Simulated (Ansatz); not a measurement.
**FCI/STO-3G run of GeF2 (SMILES [F][Ge][F])**

What is the energy change on altering one bond length of GeF2 at FCI/STO-3G? 

The calculation is run with Ansatz 0.2.0.

50 further runs of the same task are left out: 17 that didn't finish, 33 set aside as unsound or not needed.

## Step 1: Starting point

The species is GeF2 (3 atoms), meant as a singlet with charge 0. As SMILES, `[F][Ge][F]`. Geometry: a GFN2-xTB relaxation, a rough one for these elements and not checked as a minimum.

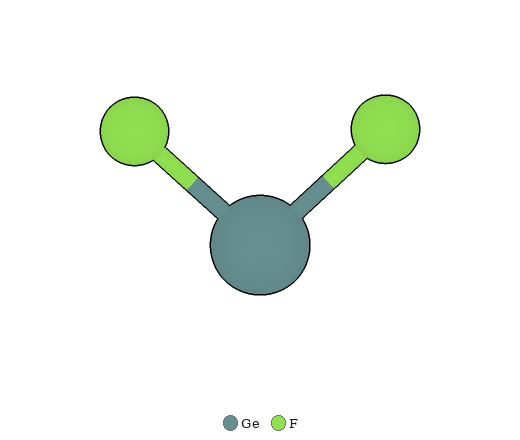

Viewed from a chosen angle; germanium teal, fluorine green.

## Step 2: A single-point energy at FCI/STO-3G

The input, run.yaml:

```yaml
crystal:
  periodic: [false, false, false]
  atoms:
    - {symbol: Ge, position_ang: [0.004500, -0.007920, -0.812340]}
    - {symbol: F, position_ang: [1.320810, -0.018750, 0.415140]}
    - {symbol: F, position_ang: [-1.325320, 0.026670, 0.397200]}
basis:
  gaussian:
    orbitals: STO-3G
correlation:
  method: fci
  frozen_orbitals: {F: 1, Ge: 9}
accuracy: high
```

On the command line:

```bash
ansatz run run.yaml --threads 1 --pin off --max-ram 2610MiB --events-out events.jsonl --progress --plain --runs-dir runs
```

The program printed:

```text
Warning: RAYON_NUM_THREADS=1 ignored (pool sized by the plan → 1); use --threads N
Functional definition: HF
  name "HF"
  exchange = exact_x
  correlation = 0
423 factors; integrals over basis functions are off by at most 4.6e-9 eV
mean field evaluation 1: about -61162.5637 eV, gradient 2.4e1 eV
mean field evaluation 2: about -61162.6380 eV, gradient 2.4e1 eV
mean field evaluation 4: about -61165.9319 eV, gradient 1.7e0 eV
mean field evaluation 8: about -61165.9618 eV, gradient 5.3e-2 eV
mean field -61165.96183602 eV, -2247.8076376957 hartree, gradient 2.9e-8 eV, S^2 0.000000; 0 other end points of the search recorded, 0 dependent functions left out
11 core orbitals not correlated: weight in the atoms' cores, before any rotation towards them, 1.000 or more for the frozen orbitals, at most 0.000 for the correlated occupied ones
reference -61165.96183602 eV, -2247.8076376957 hartree; 14, 14 occupied and 3, 3 virtual orbitals, 423 factors
state -61168.84989569 eV, -2247.9137719312 hartree
Total energy: -61168.84989569 eV, -2247.9137719312 hartree
```

Wall time 1.6 s (1 thread of Arm Neoverse V1, shared host).

## Step 3: The distorted shape, same level

The input, in.yaml:

```yaml
crystal:
  periodic: [false, false, false]
  atoms:
    - {symbol: Ge, position_ang: [0.336932, -0.016567, -1.114704]}
    - {symbol: F, position_ang: [1.653242, -0.027397, 0.112776]}
    - {symbol: F, position_ang: [-1.325320, 0.026670, 0.397200]}
basis:
  gaussian: {orbitals: STO-3G}
accuracy: high
correlation: {method: fci, frozen_orbitals: {F: 1, Ge: 9}}
```

On the command line:

```bash
ansatz run in.yaml --threads 1 --pin off --max-ram 2610MiB --events-out events.jsonl --progress --plain --runs-dir runs
```

The program printed:

```text
Warning: RAYON_NUM_THREADS=1 ignored (pool sized by the plan → 1); use --threads N
[... 4 set-up lines as earlier in the session ...]
406 factors; integrals over basis functions are off by at most 4.0e-8 eV
mean field evaluation 1: about -61157.3208 eV, gradient 2.6e1 eV
mean field evaluation 2: about -61157.3905 eV, gradient 2.6e1 eV
mean field evaluation 4: about -61162.9310 eV, gradient 4.9e0 eV
mean field evaluation 8: about -61163.2265 eV, gradient 3.6e-2 eV
mean field evaluation 16: about -61163.2135 eV, gradient 3.7e-9 eV
mean field -61163.21345132 eV, -2247.7066364208 hartree, gradient 3.7e-9 eV, S^2 0.000000; 0 other end points of the search recorded, 0 dependent functions left out; unrestricted orbitals would lower it
11 core orbitals not correlated: weight in the atoms' cores, before any rotation towards them, 1.000 or more for the frozen orbitals, at most 0.000 for the correlated occupied ones
reference -61163.21345132 eV, -2247.7066364208 hartree; 14, 14 occupied and 3, 3 virtual orbitals, 406 factors
state -61166.95867417 eV, -2247.8442708220 hartree
Total energy: -61166.95867417 eV, -2247.8442708220 hartree
```

Run time: 1.6 s. Hardware: 1 thread of Arm Neoverse V1, shared host; peak memory 0.09 GiB.

## Step 4: Outcome

Level: FCI/STO-3G, 11 core orbitals frozen.

```
                                                          quantity           value
                                         first shape: total energy  -2247.91377 Eh
         first shape: correlation energy (11 core orbitals frozen)      -106.1 mEh
                                     distorted shape: total energy  -2247.84427 Eh
     distorted shape: correlation energy (11 core orbitals frozen)      -137.6 mEh
energy change with the Ge1–F3 bond stretched from 1.798 to 2.247 Å        1.891 eV
```

**Reading.** With the Ge1–F3 bond stretched from 1.798 to 2.247 Å the energy rises by 1.89 eV (182 kJ/mol). The first shape isn't relaxed at this level, so the change isn't measured from a minimum. The minimal basis adds a large error of its own. The restricted solution (distorted shape) is unstable to spin breaking: an unrestricted one lies lower.
